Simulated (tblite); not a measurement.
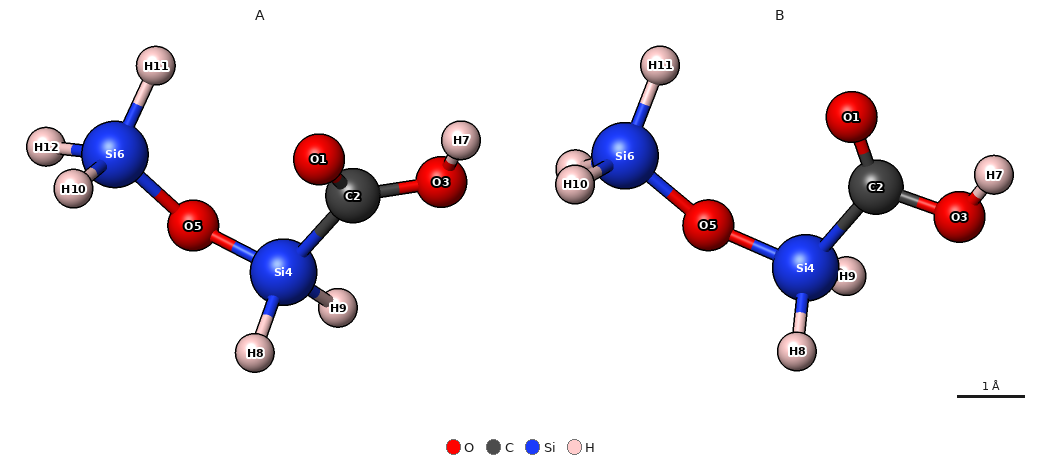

Two geometries of CH$_{6}$O$_{3}$Si$_{2}$, drawn at one scale. One is the start of a relaxation, the other its converged end. The picture is a ball-and-stick view, seen at a tilt.

Level of theory: tblite, GFN2-xTB geometry optimisation, gas phase. 

Which of the two is the end point?

Answer. Structure B is the relaxed one. The largest move after the best rigid fit is that of O1, 0.87 Å. By element the largest moves are O 0.87 Å, H 0.60 Å, Si 0.16 Å, C 0.16 Å. Some distances before and after: Si4–O5 1.662 → 1.606 Å, Si4–H9 1.504 → 1.459 Å, Si4–H8 1.493 → 1.460 Å, O5–Si6 1.666 → 1.634 Å. Among the angles between lasting bonds that change: Si4–O5–Si6 136.2° → 159.8°, H8–Si4–H9 104.9° → 114.8°, O3–C2–Si4 120.0° → 112.2°. Groups turn about C2–Si4 by about 55°, Si4–O5 by about 35°, O5–Si6 by about 35°. After 92 geometry steps the energy has fallen by 33.5 kJ/mol. Cost: 0.8 s on 1 thread of Arm Neoverse N1, with other jobs on the host.
